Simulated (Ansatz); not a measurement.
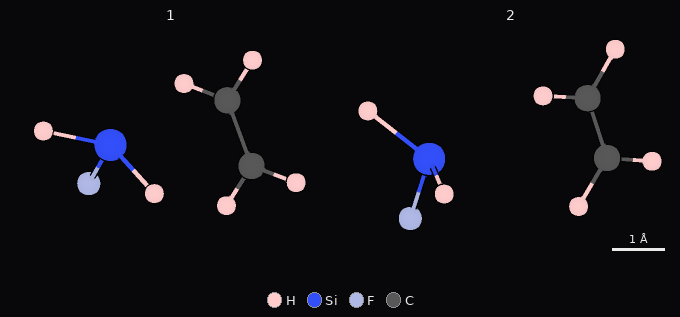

Two geometries of C2H6FSi (multiplicity 2), drawn at one scale. One is the start of a relaxation, the other its converged end. A ball-and-stick model, seen at a tilt.

All numbers below come from Ansatz 0.2.0, UKS BLYP-D4/6-31G*. Settings: collinear spin; force threshold 0.03 eV/Å; at most 50 steps.

Which one is relaxed?

Structure 1 is the relaxed one. The run prepares an end point of a later path (reaction) calculation, from a guessed geometry. Over 32 accepted moves (35 points after the start) the energy falls by 3.25 kcal/mol. Largest force component: 0.36 eV/Å at the start, 0.012 eV/Å at the end. The line search rejected the trial steps at points 11, 14, 15 of the run. The forces were under the threshold at step 16, but the run went on from there. An H atom moves most after the best rigid fit: 1.71 Å. By element the largest moves are H 1.71 Å, F 0.85 Å, Si 0.50 Å, C 0.49 Å. Among the contacts that change: H–Si 1.507 → 1.516 Å, C–C 1.341 → 1.349 Å, C–H 1.087 → 1.093 Å, F–Si 1.635 → 1.639 Å. Among the angles between lasting bonds that change: F–Si–H 109.0° → 106.3°.

Limits of the set-up: the start holds two separate molecules, 2.7 Å apart at their closest, whose relative position is a soft coordinate.
